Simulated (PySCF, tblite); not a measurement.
**C₇H₁₁BN₂: geometry, infrared bands and NMR shifts**

Wanted: the infrared bands and NMR shifts of C₇H₁₁BN₂ (`N#CCC#C[C@@H]1CC[B@@H-]1[NH3+]`), by calculation.

Computed with tblite 0.8.0 and PySCF 2.14.0, with density-fitted response routines of our own, on a single molecule in the gas phase. Atoms count from 0, in the outputs and in this text.

## (1) The starting structure

21 atoms, charge 0, multiplicity 1; geometry from: force field or distance geometry start.

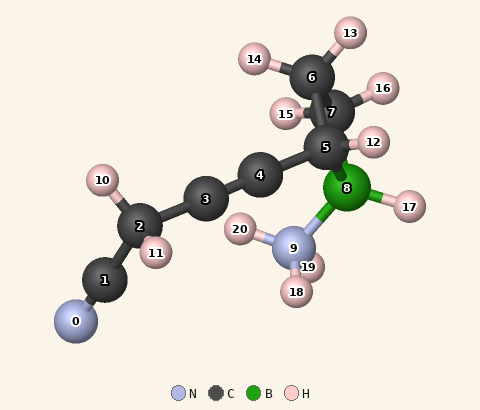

As it starts; nitrogen light blue, carbon dark grey, boron green, hydrogen pink, atoms numbered; sticks join atoms by distance.

## (2) Relaxing the molecule with GFN2-xTB

What the job is given:

```
{"job": {"kind": "relax", "xc": "GFN2-xTB", "basis": "xTB"}, "charge": 0, "multiplicity": 1}
N      3.470100     2.348900    -1.183000
C      3.081400     2.068100    -0.135600
C      2.621000     1.695300     1.213600
C      1.327800     1.011900     1.092700
C      0.270400     0.430500     1.012900
C     -1.023500    -0.266200     0.878000
C     -0.867700    -1.785800     0.812000
C     -1.467700    -1.876600    -0.581000
B     -1.643900    -0.293200    -0.599100
N     -0.784600     0.384700    -1.678100
H      3.350000     1.029900     1.694700
H      2.481000     2.613500     1.822300
H     -1.754700     0.061200     1.661500
H     -1.493700    -2.303000     1.573200
H      0.184800    -2.132800     0.835600
H     -0.753300    -2.259300    -1.326800
H     -2.447700    -2.411000    -0.589500
H     -2.790500     0.054800    -0.636100
H     -0.738100     1.417100    -1.494800
H     -1.215300     0.229600    -2.610700
H      0.185200    -0.000700    -1.689700
```

On the command line:

```bash
> OMP_NUM_THREADS=1 python probes_run.py task.json out
```

One launch serves the whole session: the jobs run in the order shown.

The program printed:

```text
step      E/eV     max force
  0    -749.29000    2.182
  1    -749.50742    1.709
  2    -749.49790    4.110
  3    -749.59948    0.561
  4    -749.63206    0.724
  5    -749.66485    0.928
  6    -749.66315    1.916
  7    -749.68543    0.218
  8    -749.69288    0.281
  9    -749.70010    0.347
 10    -749.70326    0.173
 11    -749.70644    0.134
 12    -749.70886    0.202
 13    -749.71054    0.170
 14    -749.71160    0.084
 15    -749.71251    0.083
 16    -749.71336    0.122
 17    -749.71416    0.114
 18    -749.71504    0.080
 19    -749.71613    0.108
 20    -749.71734    0.137
 21    -749.71844    0.105
 22    -749.71933    0.071
 23    -749.72021    0.091
 24    -749.72127    0.146
 25    -749.72246    0.142
 26    -749.72354    0.085
 27    -749.72448    0.066
 28    -749.72547    0.103
 29    -749.72681    0.134
 30    -749.72866    0.155
 31    -749.73094    0.166
 32    -749.73334    0.137
 33    -749.73555    0.132
 34    -749.73764    0.134
 35    -749.73983    0.129
 36    -749.74228    0.118
 37    -749.74497    0.155
 38    -749.74761    0.206
 39    -749.74770    0.511
 40    -749.75191    0.134
 41    -749.75382    0.182
 42    -749.75688    0.128
 43    -749.75801    0.094
 44    -749.75955    0.123
 45    -749.76064    0.143
 46    -749.76168    0.118
 47    -749.76233    0.079
 48    -749.76289    0.049
 49    -749.76323    0.037
 50    -749.76344    0.034
 51    -749.76359    0.031
 52    -749.76373    0.034
 53    -749.76387    0.037
 54    -749.76400    0.036
 55    -749.76411    0.024
 56    -749.76423    0.027
 57    -749.76439    0.042
 58    -749.76460    0.048
 59    -749.76487    0.044
 60    -749.76517    0.044
 61    -749.76553    0.051
 62    -749.76595    0.079
 63    -749.76640    0.072
 64    -749.76680    0.051
 65    -749.76707    0.038
 66    -749.76725    0.036
 67    -749.76740    0.038
 68    -749.76751    0.022
 69    -749.76759    0.019
 70    -749.76765    0.020
 71    -749.76771    0.025
 72    -749.76776    0.016
 73    -749.76779    0.015
 74    -749.76781    0.019
 75    -749.76784    0.017
 76    -749.76786    0.012
 77    -749.76789    0.012
 78    -749.76792    0.015
 79    -749.76795    0.027
 80    -749.76800    0.031
 81    -749.76804    0.025
 82    -749.76808    0.015
 83    -749.76812    0.017
 84    -749.76818    0.038
 85    -749.76827    0.056
 86    -749.76838    0.059
 87    -749.76848    0.035
 88    -749.76855    0.021
 89    -749.76861    0.027
 90    -749.76868    0.043
 91    -749.76876    0.045
 92    -749.76884    0.030
 93    -749.76891    0.018
 94    -749.76898    0.023
 95    -749.76906    0.037
 96    -749.76917    0.039
 97    -749.76927    0.027
 98    -749.76936    0.024
 99    -749.76946    0.028
100    -749.76960    0.037
101    -749.76977    0.036
102    -749.76991    0.023
103    -749.76999    0.020
104    -749.77004    0.027
105    -749.77010    0.024
106    -749.77021    0.020
107    -749.77033    0.026
108    -749.77044    0.030
109    -749.77053    0.044
110    -749.77068    0.045
111    -749.77092    0.039
112    -749.77119    0.048
113    -749.77137    0.041
114    -749.77156    0.036
115    -749.77183    0.041
116    -749.77215    0.072
117    -749.77252    0.103
118    -749.77274    0.085
119    -749.77306    0.051
120    -749.77328    0.032
121    -749.77348    0.026
122    -749.77357    0.028
123    -749.77362    0.019
124    -749.77367    0.017
125    -749.77373    0.020
126    -749.77378    0.022
127    -749.77381    0.015
128    -749.77384    0.011
129    -749.77387    0.015
130    -749.77390    0.017
131    -749.77392    0.012
132    -749.77395    0.014
133    -749.77397    0.019
134    -749.77401    0.020
135    -749.77404    0.011
136    -749.77407    0.009
```

Run time: 1.2 s. Hardware: 1 thread of Arm Neoverse V1, shared host.

The steps of the relaxation: (not every step is listed) (the energy doesn't fall at every step)

| step | energy from step 0 (eV) | largest force (eV/Å) |
| --- | --- | --- |
| 0 | 0.0000 | 2.1817 |
| 1 | -0.2174 | 1.7091 |
| 2 | -0.2079 | 4.1099 |
| 3 | -0.3095 | 0.5606 |
| 4 | -0.3421 | 0.7235 |
| 5 | -0.3749 | 0.9276 |
| 6 | -0.3732 | 1.9156 |
| 7 | -0.3954 | 0.2181 |
| 8 | -0.4029 | 0.2815 |
| 20 | -0.4273 | 0.1374 |
| 32 | -0.4433 | 0.1369 |
| 44 | -0.4696 | 0.1232 |
| 56 | -0.4742 | 0.0266 |
| 68 | -0.4775 | 0.0217 |
| 80 | -0.4780 | 0.0308 |
| 92 | -0.4788 | 0.0303 |
| 104 | -0.4800 | 0.0269 |
| 116 | -0.4822 | 0.0718 |
| 128 | -0.4838 | 0.0114 |
| 131 | -0.4839 | 0.0117 |
| 132 | -0.4840 | 0.0141 |
| 133 | -0.4840 | 0.0188 |
| 134 | -0.4840 | 0.0196 |
| 135 | -0.4840 | 0.0106 |
| 136 | -0.4841 | 0.0090 |

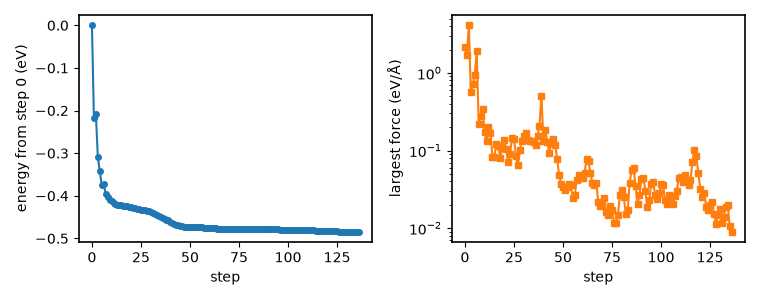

Energy and force, step by step.

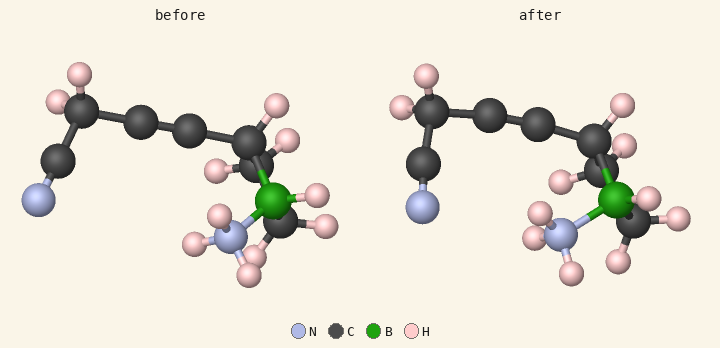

The geometry before (left) and after (right).

Close pairs (by a distance rule), those that changed most:

| bond | before (Å) | after (Å) | change (Å) |
| --- | --- | --- | --- |
| B8–N9 | 1.537 | 1.629 | +0.092 |
| C5–B8 | 1.602 | 1.660 | +0.057 |
| C4–C5 | 1.476 | 1.429 | -0.047 |
| C7–B8 | 1.593 | 1.629 | +0.036 |
| N9–H18 | 1.050 | 1.018 | -0.032 |
| C1–C2 | 1.474 | 1.442 | -0.032 |
| C5–H12 | 1.121 | 1.090 | -0.030 |
| C7–H16 | 1.116 | 1.089 | -0.028 |

The next job starts from the end point, and lists it.

## (3) Vibrational analysis with GFN2-xTB

What the job is given:

```
{"job": {"kind": "ir", "xc": "GFN2-xTB", "basis": "xTB"}, "charge": 0, "multiplicity": 1}
N      2.560589     2.238965    -1.357145
C      2.602422     2.076139    -0.223790
C      2.497184     1.775447     1.182199
C      1.260439     1.003081     1.274415
C      0.213771     0.416084     1.184802
C     -1.000791    -0.295391     0.941130
C     -0.842469    -1.817553     0.711370
C     -1.653533    -1.810207    -0.597508
B     -1.604939    -0.182076    -0.600433
N     -0.379073     0.293788    -1.561526
H      3.363387     1.194432     1.514771
H      2.436635     2.699655     1.765269
H     -1.723502    -0.081635     1.728801
H     -1.246464    -2.439595     1.510182
H      0.201685    -2.099195     0.560371
H     -1.179170    -2.362617    -1.412048
H     -2.641270    -2.244260    -0.452066
H     -2.548793     0.494047    -0.834923
H     -0.077745     1.235540    -1.321003
H     -0.649677     0.258348    -2.539624
H      0.402393    -0.336053    -1.401161
```

The program printed:

```text
mode    cm-1     km/mol
  1      37.0     18.60
  2      45.6      6.80
  3      60.8      1.59
  4     105.3      4.15
  5     121.4      0.19
  6     137.5     10.12
  7     247.4      5.56
  8     258.0     26.55
  9     286.9     11.71
 10     308.9      0.45
 11     367.5      3.67
 12     420.1      6.83
 13     451.7      1.62
 14     537.6      8.06
 15     615.9      9.37
 16     645.6     16.77
 17     692.8      7.72
 18     732.5     18.91
 19     774.6     17.89
 20     799.5     10.28
 21     861.5      4.53
 22     884.0      7.84
 23     897.4      6.64
 24     961.5     30.57
 25     976.4      0.37
 26     996.8      2.62
 27    1013.3    150.81
 28    1039.2     22.34
 29    1071.0     57.01
 30    1075.4     68.38
 31    1094.7      1.56
 32    1128.9     27.71
 33    1183.7     24.60
 34    1197.8      4.19
 35    1231.8      5.32
 36    1238.2      9.67
 37    1264.5      4.58
 38    1269.2    141.83
 39    1304.8     56.19
 40    1395.4      7.28
 41    1478.2     49.13
 42    1489.1     28.59
 43    1493.9     26.62
 44    1508.6      7.65
 45    2365.5    128.77
 46    2391.0    256.01
 47    2508.3    250.60
 48    2929.9     12.83
 49    2942.6     51.38
 50    2945.4     26.23
 51    2958.9     50.11
 52    2972.7    121.08
 53    2981.3     86.21
 54    3013.5     98.45
 55    3388.2     14.12
 56    3406.4     11.06
 57    3419.5     17.75
```

Wall time 0.96 s (1 thread of Arm Neoverse V1, shared host).

Which atoms move in the most intense modes:

| cm⁻¹ | km/mol | atoms |
| --- | --- | --- |
| 1013 | 150.8 | B8 37 %, H17 26 %, C5 14 % |
| 1269 | 141.8 | H20 28 %, H18 27 %, H19 26 %, N9 14 % |
| 2366 | 128.8 | C4 49 %, C3 49 % |
| 2391 | 256.0 | C1 60 %, N0 39 % |
| 2508 | 250.6 | H17 92 % |
| 2973 | 121.1 | H12 59 %, H14 26 % |
| 2981 | 86.2 | H13 69 %, H12 14 % |
| 3014 | 98.5 | H16 88 % |

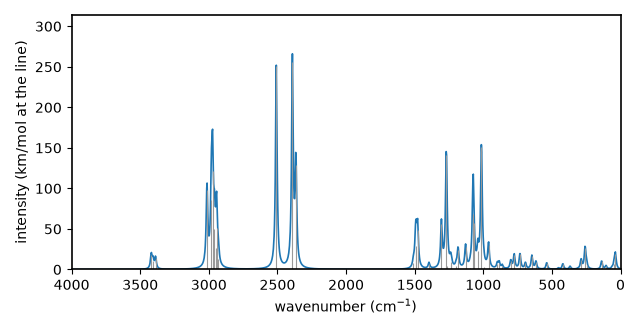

The infrared spectrum from these modes, unscaled. Lines are broadened to a width of 14 cm⁻¹ (Lorentzian).

## (4) NMR shieldings: PBE0/pcSseg-1

Settings changed since step 3:

```diff
@@ -1,2 +1,2 @@
-{"job": {"kind": "ir", "xc": "GFN2-xTB", "basis": "xTB"}, "charge": 0, "multiplicity": 1}
+{"job": {"kind": "nmr", "xc": "PBE0", "basis": "pcSseg-1"}, "charge": 0, "multiplicity": 1}
 N      2.560589     2.238965    -1.357145
```

With the program's defaults for keys left out, this is: GIAO PBE0/pcSseg-1 NMR shielding, non-relativistic, gas phase.

The program printed:

```text
coarse grid: 17632 points
cycle   1  E = -406.9191350005  dE =  1.512e+00  |g| = 6.593e-01  |ddm| = 4.482e+00
cycle   2  E = -406.7222274201  dE =  1.969e-01  |g| = 1.150e+00  |ddm| = 1.774e+00
cycle   3  E = -407.0218725102  dE = -2.996e-01  |g| = 2.707e-01  |ddm| = 1.078e+00
cycle   4  E = -407.0381809244  dE = -1.631e-02  |g| = 6.610e-02  |ddm| = 2.844e-01
cycle   5  E = -407.0391045510  dE = -9.236e-04  |g| = 1.848e-02  |ddm| = 6.947e-02
cycle   6  E = -407.0391730222  dE = -6.847e-05  |g| = 8.370e-03  |ddm| = 2.454e-02
cycle   7  E = -407.0391884428  dE = -1.542e-05  |g| = 2.575e-03  |ddm| = 8.989e-03
cycle   8  E = -407.0391899319  dE = -1.489e-06  |g| = 5.987e-04  |ddm| = 2.815e-03
final grid: 170744 points
cycle   9  E = -407.0943025207  dE = -7.098e-05  |g| = 9.121e-03  |ddm| = 6.694e-02
cycle  10  E = -407.0942942799  dE =  8.241e-06  |g| = 1.105e-02  |ddm| = 2.163e-02
cycle  11  E = -407.0943231437  dE = -2.886e-05  |g| = 1.118e-03  |ddm| = 1.073e-02
cycle  12  E = -407.0943233687  dE = -2.250e-07  |g| = 6.452e-04  |ddm| = 1.616e-03
cycle  13  E = -407.0943234587  dE = -8.999e-08  |g| = 1.955e-04  |ddm| = 5.697e-04
cycle  14  E = -407.0943234668  dE = -8.126e-09  |g| = 4.972e-05  |ddm| = 2.124e-04
cycle  15  E = -407.0943234673  dE = -4.593e-10  |g| = 2.432e-05  |ddm| = 5.910e-05
converged SCF energy = -407.0943234673

GIAO shielding tensors (ppm)
atom      isotropic    diamagn.    paramagn.     s11        s22        s33       span
  0 N      -26.064     341.621    -367.686   -195.600   -158.775    276.182    471.782
  1 C       59.367     266.745    -207.379    -64.912    -49.026    292.037    356.949
  2 C      176.940     259.204     -82.265    168.365    177.868    184.587     16.222
  3 C      112.914     273.136    -160.223     37.040     47.216    254.485    217.445
  4 C       79.890     262.318    -182.428    -16.247     -7.766    263.685    279.932
  5 C      174.367     255.335     -80.968    158.805    172.685    191.610     32.805
  6 C      157.600     251.415     -93.815    140.208    150.076    182.517     42.309
  7 C      176.668     254.226     -77.558    168.061    178.685    183.257     15.195
  8 B      113.197     186.689     -73.491    105.089    114.260    120.244     15.156
  9 N      213.042     319.756    -106.714    204.361    210.094    224.671     20.310
 10 H       28.500      28.865      -0.365     23.690     26.456     35.354     11.664
 11 H       28.488      27.622       0.866     23.651     26.338     35.475     11.824
 12 H       29.753      31.636      -1.883     24.411     29.346     35.502     11.092
 13 H       29.095      31.417      -2.323     24.780     27.208     35.296     10.516
 14 H       29.802      32.943      -3.141     26.698     28.971     33.736      7.038
 15 H       31.545      31.980      -0.435     27.816     29.185     37.633      9.817
 16 H       30.645      31.570      -0.925     26.525     28.446     36.965     10.440
 17 H       28.778      30.786      -2.008     25.766     28.772     31.795      6.029
 18 H       27.716      34.771      -7.055     21.786     23.811     37.551     15.766
 19 H       28.644      30.063      -1.418     22.686     24.308     38.939     16.253
 20 H       28.291      35.318      -7.027     24.419     25.440     35.016     10.597
```

It took 58 s on 1 thread of Arm Neoverse V1, shared host; peak memory 1 GiB.

Shifts follow as δ = σ(reference) − σ, with reference shieldings (ppm) from runs at the same level and on the same kind of geometry: 1H TMS 31.72, 13C TMS 186.9, 15N NH3 267.7, 11B BF3·OEt2 100.1. The references are single molecules in the gas phase, so shifts against H2O, NH3, PH3, H3PO4 or CFCl3 are not on the usual liquid scales and can be off by tens of ppm. Atoms listed in one row are averaged.

| atoms | environment | σ (ppm) | δ (ppm) | δ scaled to CDCl3 |
| --- | --- | --- | --- | --- |
| C1 | nitrile carbon | 59.4 | 127.6 | 122.6 |
| C4 | alkyne carbon | 79.9 | 107.0 | 102.6 |
| C3 | alkyne carbon | 112.9 | 74.0 | 70.3 |
| C6 | sp3 CH2 in a ring | 157.6 | 29.3 | 26.7 |
| C5 | propargylic sp3 CH bonded to B | 174.4 | 12.6 | 10.3 |
| C7 | sp3 CH2 bonded to B | 176.7 | 10.3 | 8.1 |
| C2 | sp3 CH2 α to a nitrile | 176.9 | 10.0 | 7.8 |
| H18, H19, H20 | hydrogen on a donor nitrogen of a Lewis adduct | 28.22 | 3.50 | – |
| H11 | hydrogen on an sp3 CH2 α to a nitrile | 28.49 | 3.23 | 3.15 |
| H10 | hydrogen on an sp3 CH2 α to a nitrile | 28.50 | 3.22 | 3.14 |
| H17 | hydrogen on a boron bonded to 2 C, N, in a 4-membered ring | 28.78 | 2.94 | – |
| H13 | hydrogen on an sp3 CH2 in a ring | 29.09 | 2.62 | 2.58 |
| H12 | hydrogen on a propargylic sp3 CH bonded to B | 29.75 | 1.96 | 1.96 |
| H14 | hydrogen on an sp3 CH2 in a ring | 29.80 | 1.92 | 1.91 |
| H16 | hydrogen on an sp3 CH2 bonded to B | 30.65 | 1.07 | 1.12 |
| H15 | hydrogen on an sp3 CH2 bonded to B | 31.55 | 0.17 | 0.27 |
| N0 | nitrile nitrogen | -26.1 | 293.8 | – |
| N9 | donor nitrogen of a Lewis adduct | 213.0 | 54.7 | – |
| B8 | boron bonded to 2 C, N, H, in a 4-membered ring | 113.2 | -13.1 | – |

The scaled column applies a straight-line fit of computed shieldings to shifts measured in CDCl3 (root-mean-square error 0.16 ppm for H, 1.9 ppm for C).

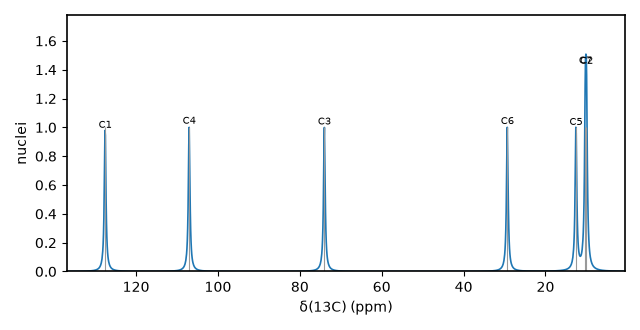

13C lines at the computed shifts, without couplings. Lines are broadened to a width of 0.47 ppm (Lorentzian).

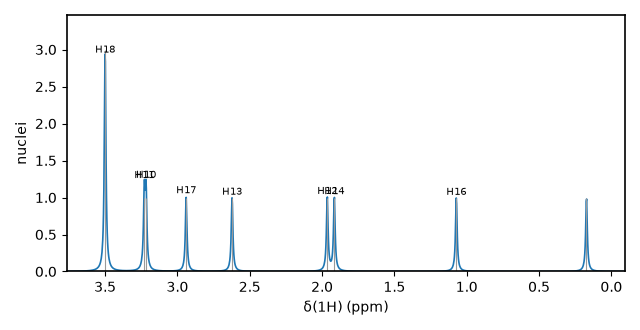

1H lines at the computed shifts, without couplings. Lines are broadened to a width of 0.01 ppm (Lorentzian).

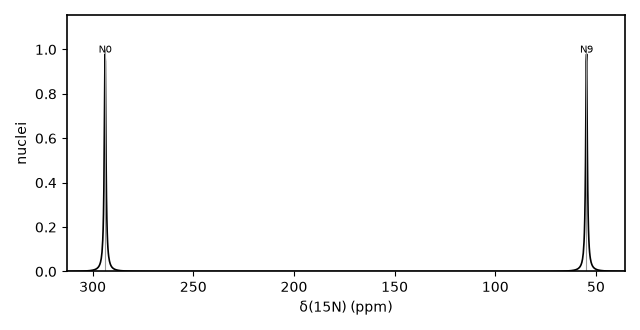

15N lines at the computed shifts, without couplings. Lines are broadened to a width of 0.96 ppm (Lorentzian).

Charges from the same density, by scheme (e):

| atoms | Mulliken | IAO | Hirshfeld | ESP fit |
| --- | --- | --- | --- | --- |
| N0 | -0.28 | -0.27 | -0.24 | -0.54 |
| C1 | 0.04 | 0.16 | 0.10 | 0.49 |
| C2 | -0.13 | -0.30 | -0.03 | -0.47 |
| C3 | -0.35 | -0.15 | -0.10 | 0.10 |
| C4 | 0.13 | -0.01 | -0.04 | -0.40 |
| C5 | -0.43 | -0.28 | -0.10 | -0.03 |
| C6 | -0.16 | -0.24 | -0.07 | 0.03 |
| C7 | -0.41 | -0.41 | -0.17 | -0.50 |
| B8 | 0.24 | -0.02 | 0.03 | 0.34 |
| N9 | -0.34 | -0.41 | -0.08 | -0.78 |

Hirshfeld charges:

N0 -0.24; C1 0.10; C2 -0.03; C3 -0.10; C4 -0.04; C5 -0.10; C6 -0.07; C7 -0.17; B8 0.03; N9 -0.08; H10 0.08; H11 0.08; H12 0.05; H13 0.03; H14 0.03; H15 0.01; H16 0.03; H17 -0.10; H18 0.15; H19 0.17; H20 0.16

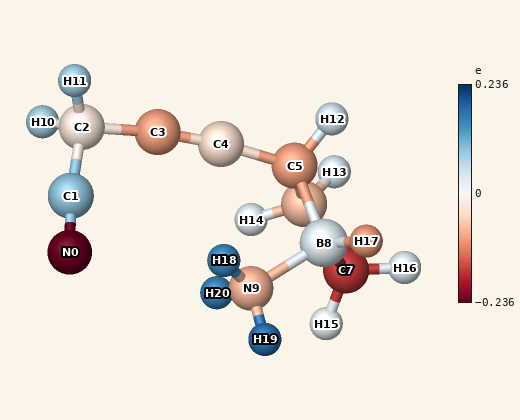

Hirshfeld charges, as colours on the atoms.

Mayer bond orders: N0–C1 3.01, C1–C2 1.02, C2–C3 1.13, C3–C4 2.54, C4–C5 1.14, C5–C6 0.97, C6–C7 1.03, C7–B8 0.96, B8–N9 0.62, B8–C5 0.80.

Ring of atoms C5, C6, C7, B8: NICS(0) 1.7, NICS(1) -0.5, NICS(1)zz 4.0 ppm (means of both faces).

## (5) What came out

```
                                                              quantity                                                     value
                             strongest single infrared mode (GFN2-xTB)                                     2391 cm⁻¹, 256 km/mol
                                          zero-point energy (GFN2-xTB)                                            105.7 kcal/mol
                                13C shifts against TMS (PBE0/pcSseg-1)            127.6, 107.0, 74.0, 29.3, 12.6, 10.3, 10.0 ppm
1H shifts against TMS (PBE0/pcSseg-1, means over atoms taken as alike)  3.50, 3.23, 3.22, 2.94, 2.62, 1.96, 1.92, 1.07, 0.17 ppm
                                15N shifts against NH3 (PBE0/pcSseg-1)                                           293.8, 54.7 ppm
                           11B shifts against BF3·OEt2 (PBE0/pcSseg-1)                                                 -13.1 ppm
```

Relaxing lowered the energy by 0.484 eV in 136 steps; the close pair that moved most is B8–N9, from 1.537 to 1.629 Å. All 57 modes are real, so the xTB geometry is a minimum. The strongest single mode, at 2391 cm⁻¹, moves mainly C1 and N0. GFN2-xTB is a fitted tight-binding method: band positions and strengths are rough. Its intensities can rank the bands wrongly. At PBE0/pcSseg-1: Shielding is most anisotropic at N0 (span 472 ppm, paramagnetic term -368 ppm).
